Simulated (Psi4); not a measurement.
**C2H3F (SMILES C=CF) at HF/STO-3G**

What is the vertical ionisation energy of C2H3F at HF/STO-3G? 

Program for the calculation: Psi4 1.11.

2 further runs of the same task are left out: 2 set aside as unsound or not needed.

### Step 1. The structure to begin with

The species is C2H3F (6 atoms), meant as a singlet with charge 0. As SMILES, `C=CF`. The coordinates come from a PBE0-D4/def2-TZVP relaxation.

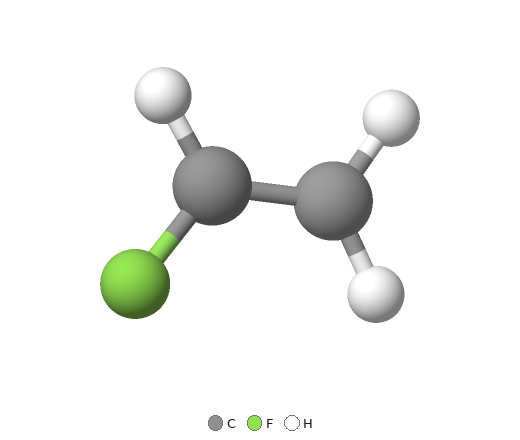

The structure, seen from a chosen angle (carbon grey, fluorine green, hydrogen white).

### Step 2. The energy at HF/STO-3G

Input file input.json:

```json
{
  "schema_name": "qcschema_input",
  "schema_version": 1,
  "molecule": {
    "schema_name": "qcschema_molecule",
    "schema_version": 2,
    "symbols": ["C", "C", "F", "H", "H", "H"],
    "geometry": [-1.01327115, 0.14437508, -0.83677073, 0.9259658, -0.03080254, 0.71167086, 1.82585338, -2.25330943, 1.50327713, -1.9726851, -1.518017, -1.54315035, -1.66333693, 1.99196031, -1.41672768, 1.9768425, 1.54466213, 1.49420645],
    "molecular_charge": 0,
    "molecular_multiplicity": 1,
    "fix_symmetry": "c1"
  },
  "driver": "energy",
  "model": {
    "method": "scf",
    "basis": "STO-3G"
  },
  "keywords": {
    "puream": true,
    "e_convergence": 1e-09,
    "d_convergence": 1e-08,
    "scf_type": "pk"
  }
}
```

Command:

```bash
$ psi4 --qcschema input.json -n 1 --memory 1600MB
```

stdout:

```text
[...]
  Running in c1 symmetry.
[...]
  Nuclear repulsion =   67.793297876399720
[...]
  Multiplicity = 1
[...]
  Nalpha       = 12
  Nbeta        = 12
[...]
    Number of basis functions: 18
[...]
   @RHF iter   1:  -174.48489256881430   -1.87349e+00   1.39363e-02 ADIIS/DIIS
[...]
   @RHF iter  10:  -174.53192878508844   -9.66338e-13   6.92215e-09 DIIS
[...]
    Orbital Energies [Eh]
    ---------------------
    Doubly Occupied:
       1A    -25.961300     2A    -11.106617     3A    -11.019032
       4A     -1.518044     5A     -0.985194     6A     -0.752017
       7A     -0.636710     8A     -0.582315     9A     -0.545495
      10A     -0.499916    11A     -0.442129    12A     -0.308539
[...]
  @RHF Final Energy:  -174.53192878508844
   => Energetics <=
    Nuclear Repulsion Energy =             67.7932978763997198
    One-Electron Energy =                -375.9358389704264027
    Two-Electron Energy =                 133.6106123089382436
    Total Energy =                       -174.5319287850884393
[...]
 Multipole Moments:
 ------------------------------------------------------------------------------------
     Multipole            Electronic (a.u.)      Nuclear  (a.u.)        Total (a.u.)
 ------------------------------------------------------------------------------------
 L = 1.  Multiply by 2.5417464519 to convert [e a0] to [Debye]
 Dipole X            :          2.3451220           -2.4216048           -0.0764828
 Dipole Y            :         -2.6445184            2.9732680            0.3287496
 Dipole Z            :          1.9553061           -2.0273148           -0.0720087
 Magnitude           :                                                    0.3451249
[...]
```

The result, in JSON:

```text
{
 "driver": "energy",
 "model": {
  "method": "scf",
  "basis": "STO-3G"
 },
 "success": true,
 "return_result": -174.53192878508844,
 "properties": {
  "calcinfo_nbasis": 18,
  "calcinfo_nmo": 18,
  "calcinfo_nalpha": 12,
  "calcinfo_nbeta": 12,
  "calcinfo_natom": 6,
  "nuclear_repulsion_energy": 67.79329787639972,
  "return_energy": -174.53192878508844,
  "scf_one_electron_energy": -375.9358389704264,
  "scf_two_electron_energy": 133.61061230893824,
  "scf_dipole_moment": [-0.07648279285146531, 0.32874958991089853, -0.07200874757176923],
  "scf_total_energy": -174.53192878508844,
  "scf_iterations": 10
 }
}
```

It took 1.6 s on 1 thread of Intel Xeon Platinum 8375C at 2.90GHz (Ice Lake), shared host; peak memory 0.18 GiB.

### Step 3. The doublet cation: energy and forces at UHF/STO-3G

Input file run.py:

```python
import psi4

psi4.set_memory(1600000000)
psi4.set_num_threads(1)
psi4.core.set_output_file('output.dat', False)

molecule = psi4.geometry("""
1 2
C     -0.536200     0.076400    -0.442800
C      0.490000    -0.016300     0.376600
F      0.966200    -1.192400     0.795500
H     -1.043900    -0.803300    -0.816600
H     -0.880200     1.054100    -0.749700
H      1.046100     0.817400     0.790700
units angstrom
symmetry c1
no_reorient
no_com
""")

psi4.set_options({
    'basis': 'STO-3G',
    'reference': 'uhf',
    'puream': True,
    'e_convergence': 1e-09,
    'd_convergence': 1e-08,
    'scf_type': 'pk',
    'maxiter': 100,
})

E = psi4.gradient("hf", molecule=molecule)
print('gradient / Eh bohr^-1')
print(E.np.round(6))
for k, v in sorted(psi4.core.scalar_variables().items()):
    print(f'{k:45s} {v:18.10f}')
```

Command:

```bash
$ python run.py
```

output.dat:

```text
[...]
  Running in c1 symmetry.
[...]
  Nuclear repulsion =   67.793297819280994
[...]
  Multiplicity = 2
[...]
  Nalpha       = 12
  Nbeta        = 11
[...]
    Number of basis functions: 18
[...]
   @UHF iter   1:  -174.15317220984141   -1.54177e+00   2.05547e-02 DIIS/ADIIS
[...]
   @UHF iter  16:  -174.25292897108295   -2.27374e-13   3.96738e-09 DIIS
[...]
   @S^2 Observed:                7.656085373E-01
[...]
    Orbital Energies [Eh]
    ---------------------
    Alpha Occupied:
       1A    -26.438372     2A    -11.548225     3A    -11.453766
       4A     -1.917834     5A     -1.395024     6A     -1.109810
       7A     -1.007225     8A     -0.956639     9A     -0.951466
      10A     -0.856520    11A     -0.815372    12A     -0.730006
    Alpha Virtual:
      13A     -0.094172    14A      0.189588    15A      0.306861
      16A      0.355834    17A      0.545457    18A      0.581775
    Beta Occupied:
[...]
  @UHF Final Energy:  -174.25292897108295
   => Energetics <=
    Nuclear Repulsion Energy =             67.7932978192809941
    One-Electron Energy =                -366.8191001613050730
    Two-Electron Energy =                 124.7728733709411131
    Total Energy =                       -174.2529289710829516
  UHF NO Occupations:
  HONO-2 :   10  A 1.9988900
  HONO-1 :   11  A 1.9940249
[...]
 Multipole Moments:
 ------------------------------------------------------------------------------------
     Multipole            Electronic (a.u.)      Nuclear  (a.u.)        Total (a.u.)
 ------------------------------------------------------------------------------------
 L = 1.  Multiply by 2.5417464519 to convert [e a0] to [Debye]
 Dipole X            :        -14.1462113           14.2496688            0.1034575
 Dipole Y            :         17.6820384          -17.5797442            0.1022942
 Dipole Z            :        -11.2602448           11.3132234            0.0529786
 Magnitude           :                                                    0.1548363
[...]
  -Total Gradient:
     Atom            X                  Y                   Z
    ------   -----------------  -----------------  -----------------
       1        0.102641873864    -0.007047364350     0.081883612071
       2       -0.132930986098     0.071331085942    -0.108187467888
       3        0.023586918856    -0.041104535789     0.020171789148
       4        0.008211301655     0.011088885480     0.006156064675
       5        0.006968551979    -0.012516760090     0.005970983521
       6       -0.008477660257    -0.021751311194    -0.005994981528
[...]
```

On the terminal:

```text
gradient / Eh bohr^-1
[[ 0.102642 -0.007047  0.081884]
 [-0.132931  0.071331 -0.108187]
 [ 0.023587 -0.041105  0.020172]
 [ 0.008211  0.011089  0.006156]
 [ 0.006969 -0.012517  0.005971]
 [-0.008478 -0.021751 -0.005995]]
CURRENT ENERGY                                   -174.2529289711
CURRENT REFERENCE ENERGY                         -174.2529289711
DD SOLVATION ENERGY                                 0.0000000000
HF KINETIC ENERGY                                 171.4044499394
HF POTENTIAL ENERGY                              -345.6573789105
HF TOTAL ENERGY                                  -174.2529289711
HF VIRIAL RATIO                                     2.0166184660
NUCLEAR REPULSION ENERGY                           67.7932978193
ONE-ELECTRON ENERGY                              -366.8191001613
PCM POLARIZATION ENERGY                             0.0000000000
PE ENERGY                                           0.0000000000
SCF ITERATION ENERGY                             -174.2529289711
SCF ITERATIONS                                     16.0000000000
SCF TOTAL ENERGY                                 -174.2529289711
TWO-ELECTRON ENERGY                               124.7728733709
```

Run time: 1.6 s. Hardware: 1 thread of Intel Xeon Platinum 8375C at 2.90GHz (Ice Lake), shared host; peak memory 0.18 GiB.

### Step 4. Results

At HF/STO-3G:

| quantity | value |
| --- | --- |
| singlet C2H3F: total energy | -174.53193 Eh |
| singlet C2H3F: dipole moment | 0.88 D |
| singlet C2H3F: HOMO energy | -8.40 eV |
| singlet C2H3F: LUMO energy | 8.68 eV |
| singlet C2H3F: HOMO–LUMO gap | 17.08 eV |
| doublet cation: total energy | -174.25293 Eh |
| doublet cation: HOMO energy (highest over α and β) | -19.86 eV |
| doublet cation: LUMO energy (lowest over α and β) | -6.88 eV |
| doublet cation: ⟨S²⟩ | 0.766 |
| doublet cation: largest force on an atom | 9.546 eV/Å |
| vertical ionisation energy (to the doublet cation) | 7.592 eV |

In words: Removing an electron at fixed nuclei costs 7.59 eV (175 kcal/mol). −ε(HOMO) before ionisation, 8.40 eV, is 0.80 eV above this ionisation energy. In a minimal basis such a difference can be off by several eV, whatever the method.
